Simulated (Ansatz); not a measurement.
# PbTe: pressure series

Start from PbTe in the rock salt structure (space group Fm-3m, No. 225).

```xyz
2
Lattice="0.0000 3.2210 3.2210 3.2210 0.0000 3.2210 3.2210 3.2210 0.0000" Properties=species:S:1:pos:R:3 pbc="T T T"
Te     3.2210     3.2210     3.2210
Pb     0.0000     0.0000     0.0000
```

Cell and atoms are relaxed at each pressure.

Method: Kohn–Sham DFT with the PBEsol functional, run in Ansatz (a program for electronic structure) with PAW and 420 eV plane waves, no spin-orbit coupling.

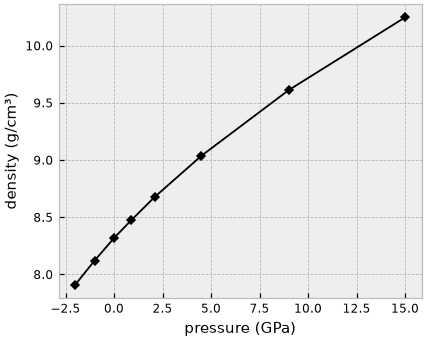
Figure: Density against pressure

```tsv
pressure (GPa)	density
-2	7.91 g/cm³
-1	8.12 g/cm³
0.9	8.48 g/cm³
2.1	8.68 g/cm³
4.5	9.04 g/cm³
9	9.61 g/cm³
15	10.25 g/cm³
```

Load acts through the strain it causes; cell and atoms are relaxed under it. Whether these cells are dynamically stable was not tested. No other phases were tried under pressure. All final runs are without spin polarisation.
